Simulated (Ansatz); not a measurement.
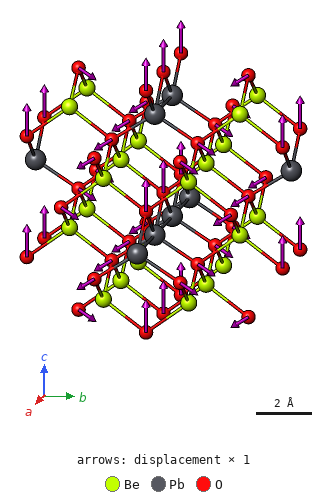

This is a relaxation of a crystal of Be2PbO3 (built on the Cu2GeS3-44 type type). The starting structure is drawn; purple arrows show the displacements (the part carried along by the change of the cell is left out), at their true length.

Style: ball-and-stick. Shown: the atoms within 5.8 Å of the atom that moves most (axes of the conventional cell (2 times the calculation's cell)), slightly off an axis. Lengths and directions refer to the drawn axes.

The calculation used DFT, PBEsol, plane waves, PAW in Ansatz 0.2.0. Set-up: plane-wave cutoff 420 eV; k-point mesh 8 × 8 × 8; occupations fermi dirac; smearing width 0.03 eV; no spin polarisation; cell and atoms relaxed; force threshold 0.01 eV/Å; at most 120 steps.

> What happened in the run?

After 13 accepted moves (15 points after the start) the energy has fallen by 7.865 eV per cell of the calculation. Largest force component: 8 eV/Å at the start, 0.0056 eV/Å at the end. Pressure: 18.84 GPa at the start and −0.02 GPa at the end. At 2 points the geometry stayed and the basis and grid were re-selected for the new cell (energy shift of 16.0 meV per cell of the calculation at most each time). The atom that moves furthest relative to the cell is an O atom (1.25 Å along +c). By element the largest moves are O 1.25 Å, Pb 0.18 Å, Be 0.18 Å. The drawn cell changes as follows: a 3.225 → 2.966 Å (−8.0 %), b 9.563 → 8.939 Å (−6.5 %), c 4.537 → 4.491 Å (−1.0 %); the volume changes by −14.9 %. Some distances before and after: O–Pb 3.677 → 2.358 Å, O–Pb 2.029 → 3.043 Å, O–Pb 1.903 → 2.524 Å, Be–O 1.963 → 1.630 Å. Bonds break: O–Pb (2.03 → 3.04 Å). Among the angles between lasting bonds that change: Be–O–Be 107.2° → 167.1°, Be–O–Pb 111.2° → 83.2°, Be–O–Pb 107.4° → 87.0°. The space group stays Imm2 (No. 44). Cost: 77 s on 2 threads of AMD EPYC 7R13 Processor (Zen 3), on a shared host, peak memory 0.61 GiB.
